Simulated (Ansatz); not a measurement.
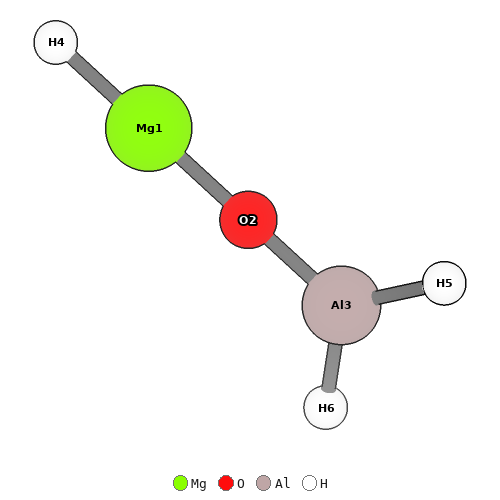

The system is AlH₃MgO (SMILES [MgH][O][AlH2]) with the probe H2O; the picture shows it without the atoms that are moved over the map. The probe is moved over a plane parallel to the molecule's main plane, 2.85 Å above it. The first coordinate is: x of the probe's O atom; the second: y of the probe's O atom. Nothing is relaxed (molecule and probe rigid, the probe upright with O nearest the plane). The grid has 23 × 13 points. Points are written as (first, second). Energies: kJ/mol, counted from the lowest grid point. These are results of Ansatz 0.2.0, RKS PBE0-D4/def2-SVPD, not measurements.

Range: x of the probe's O atom from −4.84 to 4.84 Å; y of the probe's O atom from −2.64 to 2.64 Å.

Question: What will the energy surface look like?

Answer: The lowest grid point is at (−1.76 Å, 0.00 Å). There is a further well near (1.76 Å, 0.00 Å) (9.3 kJ/mol above the lowest at that grid point). The highest grid point, (−4.40 Å, 0.00 Å), lies 39.5 kJ/mol above the lowest. On the interpolated surface the easiest way out of the lowest well to the well at about (1.84 Å, 0.19 Å) passes a barrier of about 31 kJ/mol. Near the minimum the curvatures are about 0.14 and 0.52 eV/Å² along the soft and the stiff direction.

```csv
"y of the probe's O atom ↓, x of the probe's O atom →",−4.40,−3.52,−2.64,−1.76,−0.88,0.00,0.88,1.76,2.64,3.52,4.40
2.64,35.3,31.8,26.4,23.7,26.8,30.9,31.8,32.0,33.8,35.6,36.3
2.20,35.8,31.5,23.8,19.6,24.4,30.4,30.2,29.2,32.0,34.8,36.1
1.76,36.5,31.5,20.9,14.7,22.0,30.7,28.5,25.0,29.1,33.6,35.7
1.32,37.4,32.0,18.2,9.5,20.0,32.2,26.9,19.5,25.1,32.2,35.4
0.88,38.4,33.0,16.0,4.7,18.7,34.6,25.8,13.7,20.9,30.8,35.1
0.44,39.2,34.0,14.7,1.3,18.0,37.0,25.3,9.7,18.1,30.0,34.9
0.00,39.5,34.4,14.2,0.0,17.8,38.1,25.6,9.3,18.3,30.2,35.0
−0.44,39.2,34.0,14.6,1.2,18.0,37.1,26.5,13.0,21.7,31.5,35.2
−0.88,38.4,33.0,16.0,4.6,18.6,34.8,27.8,19.3,27.0,33.4,35.5
−1.32,37.4,32.0,18.2,9.4,20.0,32.5,29.3,25.8,31.9,35.2,35.9
−1.76,36.5,31.4,20.8,14.6,22.0,31.1,30.8,30.7,35.1,36.4,36.3
−2.20,35.8,31.4,23.7,19.5,24.3,30.8,32.1,33.5,36.5,37.0,36.5
−2.64,35.3,31.8,26.3,23.6,26.7,31.3,33.2,34.9,36.9,37.2,36.7
```

The table holds every second grid line.

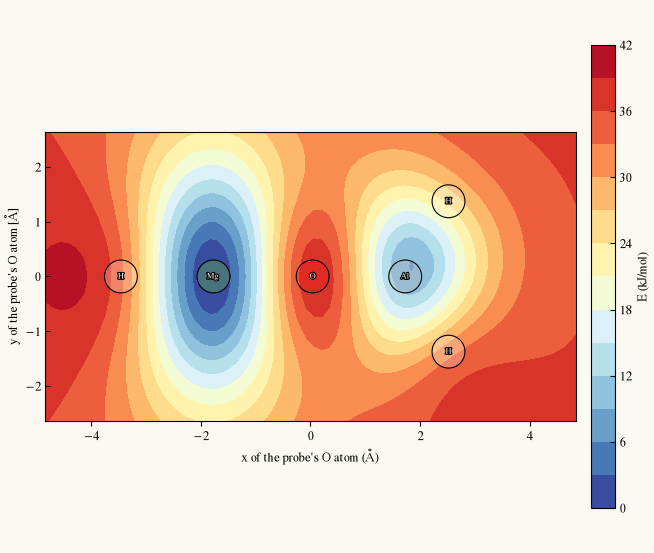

In the figure: filled contours, labelled circles for the molecule's atoms, projected on the plane. Between grid points the surface is interpolated.

The whole map (299 points run) took 48 min on 1 thread of Arm Neoverse N1, on a shared host.
